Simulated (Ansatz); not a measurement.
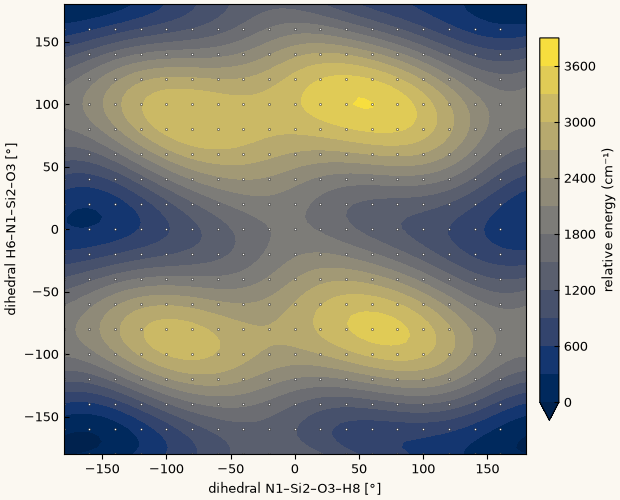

ClH₄NOSiTe, SMILES N[Si](O)(Cl)[TeH]. First axis: dihedral N1–Si2–O3–H8. Second axis: dihedral H6–N1–Si2–O3. Nothing is relaxed (all other coordinates rigid). The scan uses an 18 × 18 grid. Points are written as (first, second). Energies: cm⁻¹, counted from the lowest grid point. Level of theory: RHF/def2-SVP (Ansatz 0.2.0).

The picture shows filled contours, dots at the grid points. Between grid points the surface is interpolated.

The lowest grid point is at (−180°, −180°). The bottom of the well lies between grid points, at about (−170°, −170°), about 58 cm⁻¹ lower on the interpolated surface. There is a further well near (−160°, 0°) (313 cm⁻¹ above the lowest at that grid point). The highest grid point, (60°, 100°), lies 3607 cm⁻¹ above the lowest. On the interpolated surface the easiest way out of the lowest well to its copy in the next cell or period passes a barrier of about 1400 cm⁻¹, counted from the interpolated bottom of the well. Round the minimum the valley is somewhat tilted: raising dihedral N1–Si2–O3–H8 shifts the best value of dihedral H6–N1–Si2–O3 upwards (coupling k₁₂/√(k₁₁k₂₂) about −0.2).

The level of theory is changed to Ansatz 0.2.0, RKS PBE-D4/def2-SVP; with it change the reference geometry, relaxed at the new level; the new grid has 9 × 9 points, laid about the new relaxed structure.

> How does the landscape change?

The minimum (interpolated where it lies between grid points) moves from about (−170°, −170°) to about (−165°, −175°). The span from the lowest to the highest grid point grows from 3607 to 4313 cm⁻¹. The easiest pass out of the lowest well goes from about 1400 to about 1700 cm⁻¹ on the interpolated surfaces.

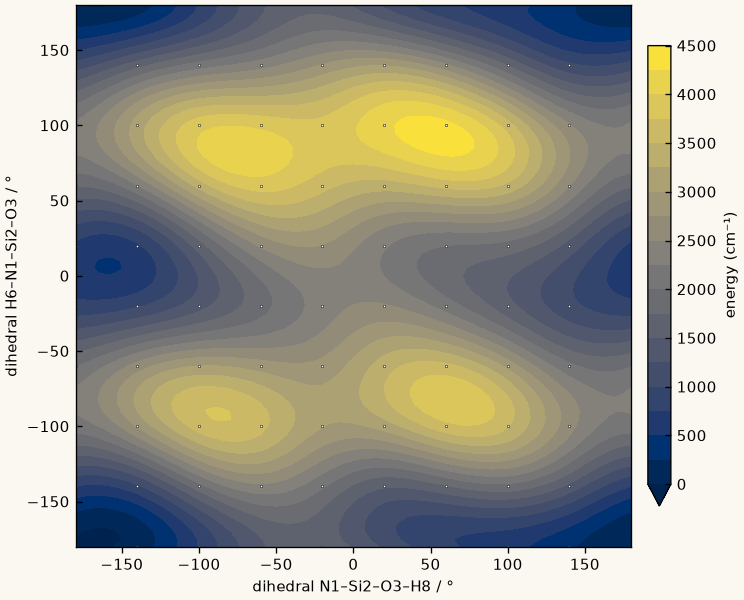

The map after the change, on a colour scale of its own. Drawn: filled contours, dots at the grid points. Between grid points the surface is interpolated.
